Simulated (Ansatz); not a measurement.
Take PbS in the rock salt structure (space group Fm-3m, No. 225; a = 5.9027 Å) as the base.

Structures relaxed with PBEsol/PAW in Ansatz (a quantum-chemistry and plane-wave program), no spin-orbit coupling.

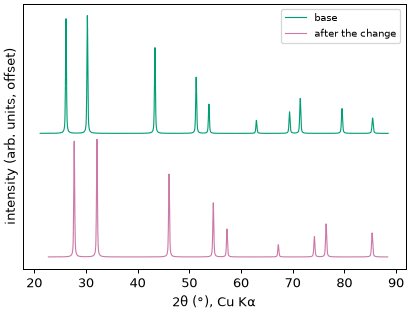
Simulated powder patterns before (top) and after one change

Task: Which of these changes matches the shifts?
A) pressure −2 GPa
B) pressure −1 GPa
C) pressure 0.9 GPa
D) pressure 15 GPa

Result: D, pressure 15 GPa. Its volume per atom is 21.60 Å³ against 25.71 Å³, and its space group is Fm-3m (No. 225).

Load acts through the strain it causes; cell and atoms are relaxed under it. No phonon test of stability was made. No other phases were tried under pressure.
